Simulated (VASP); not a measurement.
Band structure of KCl (rock salt). Level of theory: PBE GGA with D4 dispersion, VASP's PBE PAW potentials (set 64) (plane waves; VASP).

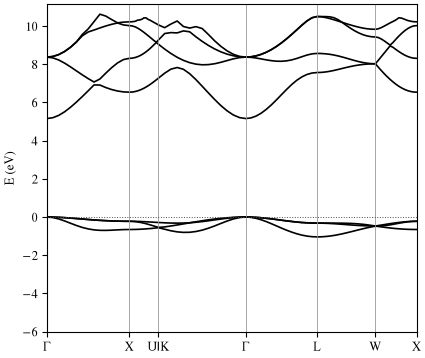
Bands along high-symmetry lines, zero at the valence-band maximum or, without a gap, the Fermi level

Read the plot: is there a gap, and where are the band edges?

The gap is direct, 5.16 eV, from the valence maximum at Γ to the conduction minimum at Γ. (Edges off the drawn lines would not show.)

Measured: gap 8.50 eV (computed value off by -3.34 eV), as given by David Koller et al., Journal of Physics Condensed Matter (2013), arXiv:1304.4470.

The compound is KCl in the rock salt structure. It was relaxed first.
